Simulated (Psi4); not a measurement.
# SnS (SMILES [S][Sn]) at HF/3-21G

What is the energy change on altering one bond length of SnS at HF/3-21G? 

The calculation is run with Psi4 1.11.

6 further runs of the same task are left out: 3 that didn't finish, 3 set aside as unsound or not needed.

## (1) The molecule

The species is SnS (2 atoms), meant as a singlet with charge 0. SMILES: `[S][Sn]`. Geometry: the measured bond length.

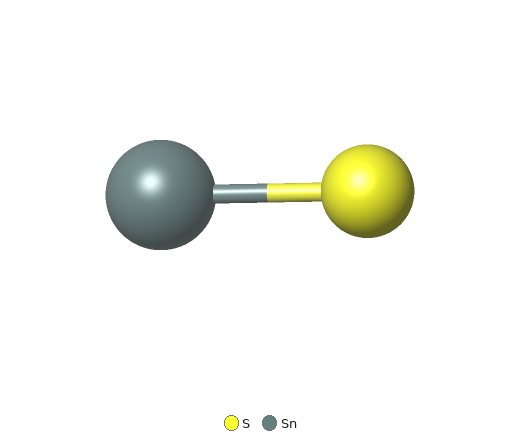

Viewed from a chosen angle; sulfur yellow, tin teal.

## (2) Energy and forces at HF/3-21G

The input, calc.in:

```
memory 1600 MB

molecule {
  0 1
  S
  Sn 1 r2

  r2 = 2.209026
  units angstrom
  symmetry c1
  no_reorient
  no_com
}

set basis 3-21G
set puream true
set e_convergence 1e-09
set d_convergence 1e-08
set scf_type pk

e_tot, wfn = gradient("scf", return_wfn=True)
oeprop(wfn, "MAYER_INDICES", "DIPOLE", "MULLIKEN_CHARGES", title="SCF")
```

Run with:

```
$ psi4 -n 1 calc.in calc.out
```

calc.out:

```text
Psi4 1.11 release

gradient() will perform analytic gradient computation.

   => Loading Basis Set <=

    Name: 3-21G
    Role: ORBITAL
    Keyword: BASIS

         ---------------------------------------------------------
                                   SCF
                              RHF Reference
                        1 Threads,   1525 MiB Core
         ---------------------------------------------------------

  ==> Geometry <==

    Molecular point group: c1
    Full point group: C_inf_v

    Geometry (in Angstrom), charge = 0, multiplicity = 1:

       Center              X                  Y                   Z               Mass
    ------------   -----------------  -----------------  -----------------  -----------------
         S            0.000000000000     0.000000000000    -1.743989129739    31.972071174400
         SN           0.000000000000     0.000000000000     0.465036870261   119.902201630000

  Running in c1 symmetry.

  Rotational constants: A = ************  B =      0.13686  C =      0.13686 [cm^-1]
  Rotational constants: A = ************  B =   4103.00293  C =   4103.00293 [MHz]
  Nuclear repulsion =  191.641822475606887

  Charge       = 0
  Multiplicity = 1
  Electrons    = 66
  Nalpha       = 33
  Nbeta        = 33

  ==> Algorithm <==

  SCF Algorithm Type is PK.
  DIIS enabled.
  MOM disabled.
  Fractional occupation disabled.
  Guess Type is SAD.
  Energy threshold   = 1.00e-09
  Density threshold  = 1.00e-08
  Integral threshold = 1.00e-12

  ==> Primary Basis <==

  Basis Set: 3-21G
    Blend: 3-21G
    Number of shells: 20
    Number of basis functions: 44
    Number of Cartesian functions: 46
    Spherical Harmonics?: true
    Max angular momentum: 2

  ==> Integral Setup <==

  Using in-core PK algorithm.
   Calculation information:
      Number of atoms:                   2
      Number of AO shells:              20
      Number of primitives:             48
      Number of atomic orbitals:        46
      Number of basis functions:        44

      Integral cutoff                 1.00e-12
      Number of threads:                 1

  Performing in-core PK
  Using 981090 doubles for integral storage.
  We computed 18503 shell quartets total.
  Whereas there are 22155 unique shell quartets.

  ==> DiskJK: Disk-Based J/K Matrices <==

    J tasked:                  Yes
    K tasked:                  Yes
    wK tasked:                  No
    Memory [MiB]:             1144
    Schwarz Cutoff:          1E-12

  Minimum eigenvalue in the overlap matrix is 4.7805823841E-02.
  Reciprocal condition number of the overlap matrix is 1.5350698492E-02.
    Using symmetric orthogonalization.

  ==> Pre-Iterations <==

  SCF Guess: Superposition of Atomic Densities via on-the-fly atomic UHF (no occupation information).

   -------------------------
    Irrep   Nso     Nmo
   -------------------------
     A         44      44
   -------------------------
    Total      44      44
   -------------------------

  ==> Iterations <==

                        Total Energy        Delta E     RMS |[F,P]|

   @RHF iter SAD: -6388.16044872321891   -6.38816e+03   0.00000e+00
   @RHF iter   1: -6391.72549729207913   -3.56505e+00   1.09310e-02 ADIIS/DIIS
   @RHF iter   2: -6391.85688997986199   -1.31393e-01   4.21382e-03 ADIIS/DIIS
   @RHF iter   3: -6391.88044635999904   -2.35564e-02   2.12147e-03 ADIIS/DIIS
   @RHF iter   4: -6391.88697439950738   -6.52804e-03   1.30745e-04 ADIIS/DIIS
   @RHF iter   5: -6391.88705353027490   -7.91308e-05   5.11740e-05 DIIS
   @RHF iter   6: -6391.88706781234850   -1.42821e-05   1.98557e-05 DIIS
   @RHF iter   7: -6391.88707002007868   -2.20773e-06   2.25861e-06 DIIS
   @RHF iter   8: -6391.88707005486413   -3.47854e-08   3.65243e-07 DIIS
   @RHF iter   9: -6391.88707005540255   -5.38421e-10   4.41231e-08 DIIS
   @RHF iter  10: -6391.88707005540800   -5.45697e-12   5.58851e-09 DIIS
  Energy and wave function converged.

  ==> Post-Iterations <==

    Orbital Energies [Eh]
    ---------------------

    Doubly Occupied:

       1A   -1034.903987     2A   -156.249630     3A   -145.394309
       4A   -145.394309     5A   -145.393835     6A    -91.277720
       7A    -31.561230     8A    -26.935615     9A    -26.935615
      10A    -26.933189    11A    -19.102431    12A    -19.102431
      13A    -19.099930    14A    -19.099930    15A    -19.099413
      16A     -8.874870    17A     -6.549287    18A     -6.546080
      19A     -6.546080    20A     -5.578174    21A     -3.959997
      22A     -3.959997    23A     -3.956314    24A     -1.446140
      25A     -1.446140    26A     -1.445746    27A     -1.440861
      28A     -1.440861    29A     -0.903155    30A     -0.526783
      31A     -0.354631    32A     -0.354631    33A     -0.348278

    Virtual:

      34A     -0.001815    35A     -0.001815    36A      0.116217
      37A      0.292630    38A      0.353333    39A      0.353333
      40A      0.399312    41A      0.726523    42A      0.773082
      43A      0.773082    44A      0.850309

    Final Occupation by Irrep:
              A
    DOCC [    33 ]
    NA   [    33 ]
    NB   [    33 ]

  @RHF Final Energy: -6391.88707005540800

   => Energetics <=

    Nuclear Repulsion Energy =            191.6418224756068867
    One-Electron Energy =               -9202.7345967723867943
    Two-Electron Energy =                2619.2057042413721319
    Total Energy =                      -6391.8870700554070936

Computation Completed

Properties will be evaluated at   0.000000,   0.000000,   0.000000 [a0]

Properties computed using the SCF density matrix

 Multipole Moments:

 ------------------------------------------------------------------------------------
     Multipole            Electronic (a.u.)      Nuclear  (a.u.)        Total (a.u.)
 ------------------------------------------------------------------------------------

 L = 1.  Multiply by 2.5417464519 to convert [e a0] to [Debye]
 Dipole X            :         -0.0000000            0.0000000           -0.0000000
 Dipole Y            :          0.0000000            0.0000000            0.0000000
 Dipole Z            :         10.6749948           -8.7909730            1.8840218
 Magnitude           :                                                    1.8840218

 ------------------------------------------------------------------------------------

	total time  =          0 seconds =       0.00 minutes

         ------------------------------------------------------------
                                   SCF GRAD
         ------------------------------------------------------------

  ==> Geometry <==

    Molecular point group: c1
    Full point group: C_inf_v

    Geometry (in Angstrom), charge = 0, multiplicity = 1:

       Center              X                  Y                   Z               Mass
    ------------   -----------------  -----------------  -----------------  -----------------
         S            0.000000000000     0.000000000000    -1.743989129739    31.972071174400
         SN           0.000000000000     0.000000000000     0.465036870261   119.902201630000

  Nuclear repulsion =  191.641822475606887

  ==> Basis Set <==

  Basis Set: 3-21G
    Blend: 3-21G
    Number of shells: 20
    Number of basis functions: 44
    Number of Cartesian functions: 46
    Spherical Harmonics?: true
    Max angular momentum: 2

  ==> DirectJKGrad: Integral-Direct SCF Gradients <==

    Gradient:                    1
    J tasked:                  Yes
    K tasked:                  Yes
    wK tasked:                  No
    Integrals threads:           1
    Schwarz Cutoff:          1E-12

  -Total Gradient:
     Atom            X                  Y                   Z
    ------   -----------------  -----------------  -----------------
       1       -0.000000000000    -0.000000000000     0.032348186614
       2        0.000000000000     0.000000000000    -0.032348186381

	total time  =          1 seconds =       0.02 minutes

Properties will be evaluated at   0.000000,   0.000000,   0.000000 [a0]

Properties computed using the SCF density matrix

 Multipole Moments:

 ------------------------------------------------------------------------------------
     Multipole            Electronic (a.u.)      Nuclear  (a.u.)        Total (a.u.)
 ------------------------------------------------------------------------------------

 L = 1.  Multiply by 2.5417464519 to convert [e a0] to [Debye]
 Dipole X            :         -0.0000000            0.0000000           -0.0000000
 Dipole Y            :          0.0000000            0.0000000            0.0000000
 Dipole Z            :         10.6749948           -8.7909730            1.8840218
 Magnitude           :                                                    1.8840218

 ------------------------------------------------------------------------------------
  Mulliken Charges: (a.u.)
   Center  Symbol    Alpha    Beta     Spin     Total
       1     S     8.34782  8.34782  0.00000 -0.69564
       2    SN    24.65218 24.65218  0.00000  0.69564

   Total alpha = 33.00000, Total beta = 33.00000, Total charge =  0.00000

  Mayer Bond Indices:

  Irrep: 1 Size: 2 x 2

                 1                   2

    1     0.00000000000000     1.92500905627187
    2     1.92500905627187     0.00000000000000

  Atomic Valences:

 #  #
 Irrep: 1
      1:    1.925009056271868
      2:    1.925009056271868

    Psi4 run time: 0:00:01.58
```

Run time: 2.9 s. Hardware: 1 thread of Intel Xeon Platinum 8259CL at 2.50GHz (Skylake/Cascade Lake), shared host; peak memory 0.2 GiB.

## (3) The distorted shape, same level

The input, ssn_ase.py:

```python
import numpy as np
from ase.calculators.psi4 import Psi4
from ase import Atoms

atoms = Atoms(['S', 'Sn'], positions=[
    [0.000000, 0.000000, -2.650874],
    [0.000000, 0.000000, 2.209026],
])
calc = Psi4(atoms=atoms, method='scf', basis='3-21G', memory='1600MB', num_threads=1, charge=0, multiplicity=1, label='psi4-calc')
calc.psi4.set_options({'puream': True, 'e_convergence': 1e-09, 'd_convergence': 1e-08, 'scf_type': 'pk'})
atoms.calc = calc

forces = atoms.get_forces()
print(f'energy: {atoms.get_potential_energy():.6f} eV')
print('forces / eV A^-1')
print(np.round(forces, 5))
```

Run with:

```
$ python ssn_ase.py
```

psi4-calc.dat:

```text
gradient() will perform analytic gradient computation.

   => Loading Basis Set <=

    Name: 3-21G
    Role: ORBITAL
    Keyword: BASIS

         ---------------------------------------------------------
                                   SCF
                              RHF Reference
                        1 Threads,   1525 MiB Core
         ---------------------------------------------------------

  ==> Geometry <==

    Molecular point group: c1
    Full point group: C_inf_v

    Geometry (in Angstrom), charge = 0, multiplicity = 1:

       Center              X                  Y                   Z               Mass
    ------------   -----------------  -----------------  -----------------  -----------------
         S            0.000000000000     0.000000000000    -3.836809875311    31.972071174400
         SN           0.000000000000     0.000000000000     1.023090124689   119.902201630000

  Running in c1 symmetry.

  Rotational constants: A = ************  B =      0.02828  C =      0.02828 [cm^-1]
  Rotational constants: A = ************  B =    847.71295  C =    847.71295 [MHz]
  Nuclear repulsion =   87.109152150455785

  Charge       = 0
  Multiplicity = 1
  Electrons    = 66
  Nalpha       = 33
  Nbeta        = 33

  ==> Algorithm <==

  SCF Algorithm Type is PK.
  DIIS enabled.
  MOM disabled.
  Fractional occupation disabled.
  Guess Type is SAD.
  Energy threshold   = 1.00e-09
  Density threshold  = 1.00e-08
  Integral threshold = 1.00e-12

  ==> Primary Basis <==

  Basis Set: 3-21G
    Blend: 3-21G
    Number of shells: 20
    Number of basis functions: 44
    Number of Cartesian functions: 46
    Spherical Harmonics?: true
    Max angular momentum: 2

  ==> Integral Setup <==

  Using in-core PK algorithm.
   Calculation information:
      Number of atoms:                   2
      Number of AO shells:              20
      Number of primitives:             48
      Number of atomic orbitals:        46
      Number of basis functions:        44

      Integral cutoff                 1.00e-12
      Number of threads:                 1

  Performing in-core PK
  Using 981090 doubles for integral storage.
  We computed 14019 shell quartets total.
  Whereas there are 22155 unique shell quartets.

  ==> DiskJK: Disk-Based J/K Matrices <==

    J tasked:                  Yes
    K tasked:                  Yes
    wK tasked:                  No
    Memory [MiB]:             1144
    Schwarz Cutoff:          1E-12

  Minimum eigenvalue in the overlap matrix is 1.4195672995E-01.
  Reciprocal condition number of the overlap matrix is 6.8473910012E-02.
    Using symmetric orthogonalization.

  ==> Pre-Iterations <==

  SCF Guess: Superposition of Atomic Densities via on-the-fly atomic UHF (no occupation information).

   -------------------------
    Irrep   Nso     Nmo
   -------------------------
     A         44      44
   -------------------------
    Total      44      44
   -------------------------

  ==> Iterations <==

                        Total Energy        Delta E     RMS |[F,P]|

   @RHF iter SAD: -6387.36835205124135   -6.38737e+03   0.00000e+00
   @RHF iter   1: -6391.06956009627538   -3.70121e+00   1.35239e-02 ADIIS/DIIS
   @RHF iter   2: -6387.08062820780924    3.98893e+00   2.31796e-02 ADIIS/DIIS
   @RHF iter   3: -6391.19559796968315   -4.11497e+00   7.71138e-03 ADIIS/DIIS
   @RHF iter   4: -6389.26608695836057    1.92951e+00   3.00021e-02 ADIIS/DIIS
   @RHF iter   5: -6389.86169586915366   -5.95609e-01   2.79127e-02 ADIIS/DIIS
   @RHF iter   6: -6390.57701356069811   -7.15318e-01   2.06749e-02 ADIIS/DIIS
   @RHF iter   7: -6391.47216225958346   -8.95149e-01   5.75707e-03 ADIIS/DIIS
   @RHF iter   8: -6391.08582553738688    3.86337e-01   1.55983e-02 ADIIS/DIIS
   @RHF iter   9: -6391.54084985210557   -4.55024e-01   3.70260e-03 ADIIS/DIIS
   @RHF iter  10: -6391.56178313458531   -2.09333e-02   1.56975e-03 ADIIS/DIIS
   @RHF iter  11: -6391.56579446230626   -4.01133e-03   5.74415e-04 ADIIS/DIIS
   @RHF iter  12: -6391.56640742760192   -6.12965e-04   1.05598e-04 ADIIS/DIIS
   @RHF iter  13: -6391.56642916638521   -2.17388e-05   1.44029e-05 DIIS
   @RHF iter  14: -6391.56642959561577   -4.29231e-07   4.35921e-06 DIIS
   @RHF iter  15: -6391.56642963271497   -3.70992e-08   4.93056e-07 DIIS
   @RHF iter  16: -6391.56642963320246   -4.87489e-10   5.44305e-08 DIIS
   @RHF iter  17: -6391.56642963320883   -6.36646e-12   8.03621e-10 DIIS
  Energy and wave function converged.

  ==> Post-Iterations <==

    Orbital Energies [Eh]
    ---------------------

    Doubly Occupied:

       1A   -1034.970412     2A   -156.314329     3A   -145.459142
       4A   -145.458743     5A   -145.458743     6A    -91.260402
       7A    -31.623874     8A    -26.998350     9A    -26.996441
      10A    -26.996441    11A    -19.164749    12A    -19.164131
      13A    -19.164131    14A    -19.162274    15A    -19.162274
      16A     -8.847426    17A     -6.521041    18A     -6.521041
      19A     -6.518700    20A     -5.635298    21A     -4.018355
      22A     -4.012564    23A     -4.012564    24A     -1.501679
      25A     -1.499448    26A     -1.499448    27A     -1.492679
      28A     -1.492679    29A     -0.779902    30A     -0.559353
      31A     -0.298118    32A     -0.212479    33A     -0.212479

    Virtual:

      34A     -0.103494    35A     -0.103494    36A     -0.060364
      37A      0.252765    38A      0.325025    39A      0.325025
      40A      0.330751    41A      0.670792    42A      0.789384
      43A      0.789384    44A      0.808124

    Final Occupation by Irrep:
              A
    DOCC [    33 ]
    NA   [    33 ]
    NB   [    33 ]

  @RHF Final Energy: -6391.56642963320883

   => Energetics <=

    Nuclear Repulsion Energy =             87.1091521504557846
    One-Electron Energy =               -8991.3717925129221840
    Two-Electron Energy =                2512.6962107292592918
    Total Energy =                      -6391.5664296332079175

Computation Completed

Properties will be evaluated at   0.000000,   0.000000,   0.000000 [a0]

Properties computed using the SCF density matrix

 Multipole Moments:

 ------------------------------------------------------------------------------------
     Multipole            Electronic (a.u.)      Nuclear  (a.u.)        Total (a.u.)
 ------------------------------------------------------------------------------------

 L = 1.  Multiply by 2.5417464519 to convert [e a0] to [Debye]
 Dipole X            :          0.0000000            0.0000000            0.0000000
 Dipole Y            :         -0.0000000            0.0000000           -0.0000000
 Dipole Z            :         23.7713272          -19.3403109            4.4310164
 Magnitude           :                                                    4.4310164

 ------------------------------------------------------------------------------------

	total time  =          0 seconds =       0.00 minutes

         ------------------------------------------------------------
                                   SCF GRAD
         ------------------------------------------------------------

  ==> Geometry <==

    Molecular point group: c1
    Full point group: C_inf_v

    Geometry (in Angstrom), charge = 0, multiplicity = 1:

       Center              X                  Y                   Z               Mass
    ------------   -----------------  -----------------  -----------------  -----------------
         S            0.000000000000     0.000000000000    -3.836809875311    31.972071174400
         SN           0.000000000000     0.000000000000     1.023090124689   119.902201630000

  Nuclear repulsion =   87.109152150455785

  ==> Basis Set <==

  Basis Set: 3-21G
    Blend: 3-21G
    Number of shells: 20
    Number of basis functions: 44
    Number of Cartesian functions: 46
    Spherical Harmonics?: true
    Max angular momentum: 2

  ==> DirectJKGrad: Integral-Direct SCF Gradients <==

    Gradient:                    1
    J tasked:                  Yes
    K tasked:                  Yes
    wK tasked:                  No
    Integrals threads:           1
    Schwarz Cutoff:          1E-12

  -Total Gradient:
     Atom            X                  Y                   Z
    ------   -----------------  -----------------  -----------------
       1       -0.000000000000     0.000000000000    -0.023141101624
       2        0.000000000000    -0.000000000000     0.023141102166

	total time  =          1 seconds =       0.02 minutes
```

Standard output:

```text
energy: -173923.381417 eV
forces / eV A^-1
[[ 0.      -0.       1.18996]
 [-0.       0.      -1.18996]]
```

It took 2.8 s on 1 thread of Intel Xeon Platinum 8259CL at 2.50GHz (Skylake/Cascade Lake), shared host; peak memory 0.2 GiB.

## (4) Outcome

Level: HF/3-21G.

| quantity | value |
| --- | --- |
| first shape: total energy | -6391.88707 Eh |
| first shape: dipole moment | 4.79 D |
| first shape: HOMO energy | -9.48 eV |
| first shape: LUMO energy | -0.05 eV |
| first shape: HOMO–LUMO gap | 9.43 eV |
| first shape: largest force on an atom | 1.663 eV/Å |
| distorted shape: total energy | -6391.56643 Eh |
| distorted shape: dipole moment | 11.26 D |
| distorted shape: HOMO energy | -5.78 eV |
| distorted shape: LUMO energy | -2.82 eV |
| distorted shape: HOMO–LUMO gap | 2.97 eV |
| distorted shape: largest force on an atom | 1.190 eV/Å |
| energy change with the S1–Sn2 bond stretched from 2.209 to 4.860 Å | 8.725 eV |

**Reading.** One bond (distorted shape) is far stretched, which a spin-restricted single reference describes badly; a broken-symmetry solution may lie lower. With the S1–Sn2 bond stretched from 2.209 to 4.860 Å the energy rises by 8.73 eV (842 kJ/mol). The first shape isn't relaxed at this level, so the change isn't measured from a minimum. A restricted reference can't describe the breaking bond well at this length. The largest force (first shape) is 1.66 eV/Å: the shape isn't a stationary point for this species at this level. Relativity is left out (first shape) although the molecule holds a heavy atom. Relativity is left out (distorted shape) although the molecule holds a heavy atom.
